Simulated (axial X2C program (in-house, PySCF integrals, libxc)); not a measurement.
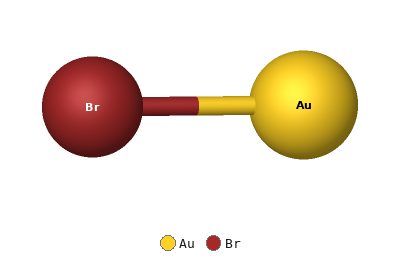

**Figure 1.** The molecule at the reference distance of 2.340 Å.

# AuBr: relativistic diatomic calculation

System: AuBr. The reference is closed-shell AuBr; the roots are vertical excitation energies. The distance is the PBE0 minimum at charge 0.
Method: EOM-EE-CCSD, two-component X2C with atomic mean-field Coulomb and Gaunt terms, Au dyall-acv3z, Br dyall-acv3z (cores contracted) (axial X2C program (in-house, PySCF integrals, libxc)).

Results in brief:

- outcome: converged
- HF energy of the reference AuBr: −21615.07611 hartree
- MP2 energy of the reference AuBr: −21615.63807 hartree
- CCSD energy of the reference AuBr (with the MP2 share of the virtual spinors left out of the coupled-cluster step): −21615.62925 hartree
- CCSD(T) energy of the reference AuBr: −21615.64010 hartree
- T1 diagnostic (spinor form; for a closed shell √2 times the usual value): 0.041
- hardware: 1 thread of Intel Xeon @ 2.50GHz (Skylake/Cascade Lake), 16 GiB of memory available, shared host
- wall time: 92 s
- peak memory: 1.1 GiB

Input:
```
{"zs": [79, 35], "q": 0, "bas": ["dyall-acv3z", "dyall-acv3z"], "r0": 2.38, "eom": "ee", "thr": -2.0, "nmax": 88}
```

The line is the task of a batch: nuclear charges, charge, bases, a first guess of the distance and further settings. This report covers the levels named above. The log is that of the reference distance 2.34 Å.

Launched within a batch (the task file carries these settings):
```bash
python <driver script> task.json out
```

The program's output:
```
two-component X2C + atomic mean field  HF
basis functions 305  fitting functions 1546  grid points 5803
iter        total energy     max residual
   1     -21606.663248718     1.79e+02
   2     -21610.377806423     1.40e+02
   3     -21611.569249057     9.71e+01
   4     -21613.367032996     5.61e+01
   5     -21614.303098218     2.96e+01
   6     -21614.566676032     1.90e+01
   7     -21614.791149389     1.00e+01
   8     -21614.942584251     7.12e+00
   9     -21615.002057061     7.68e+00
  10     -21615.021719288     4.01e+00
  11     -21615.044651598     1.69e+00
  12     -21615.055414470     1.98e+00
  13     -21615.062646548     2.12e+00
  14     -21615.068827419     6.07e-01
  15     -21615.072081992     7.88e-01
  16     -21615.074331561     9.51e-01
  17     -21615.074764032     1.53e+00
  18     -21615.075805581     2.70e-01
  19     -21615.075981603     2.14e-01
  20     -21615.076053358     8.77e-02
  21     -21615.076087077     5.21e-02
  22     -21615.076099832     2.16e-02
  23     -21615.076107969     2.74e-02
  24     -21615.076111153     2.26e-02
  25     -21615.076113200     1.18e-02
  26     -21615.076113988     6.32e-03
  27     -21615.076114223     2.53e-03
  28     -21615.076114284     1.66e-03
  29     -21615.076114305     1.64e-03
  30     -21615.076114313     8.24e-04
  31     -21615.076114315     4.55e-04
  32     -21615.076114315     4.66e-04
  33     -21615.076114316     1.25e-04
  34     -21615.076114316     1.93e-04
  35     -21615.076114316     1.71e-04
  36     -21615.076114316     3.68e-05
  37     -21615.076114316     8.52e-05
  38     -21615.076114316     1.19e-05
  39     -21615.076114316     1.08e-05
  40     -21615.076114316     5.86e-06
  41     -21615.076114316     9.75e-06
  42     -21615.076114316     3.33e-06
  43     -21615.076114316     8.32e-07
converged
one-electron -30921.17323422  Coulomb 9154.84894883  exact exchange -455.37142111  xc functional 0.00000000  nuclear repulsion 625.28845649  atomic mean-field constant -18.66886431
correlated 18  virtual 352  natural virtual 84  E(MP2) -0.561960413  MP2 remainder -0.130878335
iter   CCSD correlation   residual
   1     -0.408631368   1.46e-01
   2     -0.418820395   6.04e-02
   3     -0.421748714   3.03e-02
   4     -0.421973592   1.53e-02
   5     -0.422171469   8.07e-03
   6     -0.422253155   3.50e-03
   7     -0.422253107   1.70e-03
   8     -0.422263421   7.06e-04
   9     -0.422261760   3.71e-04
  10     -0.422260093   2.22e-04
  11     -0.422259075   1.27e-04
  12     -0.422258935   6.63e-05
  13     -0.422258635   3.21e-05
  14     -0.422258721   1.54e-05
  15     -0.422258686   7.53e-06
  16     -0.422258630   4.38e-06
  17     -0.422258576   2.59e-06
  18     -0.422258539   1.43e-06
  19     -0.422258519   7.69e-07
  20     -0.422258515   4.45e-07
(T) -0.010850925337461986  T1 0.0412  D1 0.1178  max T2 0.051
EOM-EE-CCSD roots
2*Omega      energy/Eh   energy/eV  one-particle weight
    0       0.08815174      2.3987      0.953
    0       0.09509358      2.5876      0.942
    0       0.10694613      2.9102      0.946
    0       0.12590054      3.4259      0.942
    0       0.18436712      5.0169      0.936
    2       0.08377251      2.2796      0.944
    2       0.09508583      2.5874      0.952
    2       0.11266362      3.0657      0.935
    2       0.15701616      4.2726      0.940
    4       0.08007031      2.1788      0.943
    4       0.12930852      3.5187      0.950
    4       0.15666357      4.2630      0.939
    6       0.12542456      3.4130      0.953
```

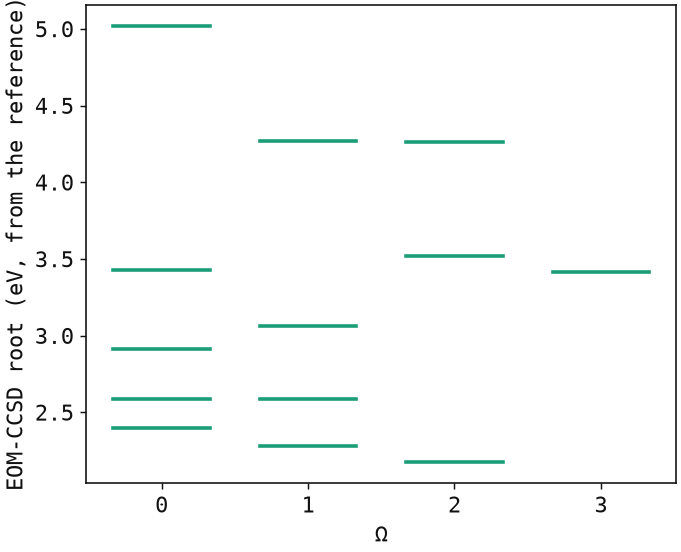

**Figure 2.** EOM-CCSD roots by Ω at 2.34 Å. The lowest has Ω = 2 and lies at 2.179 eV, with one-particle weight 0.94.
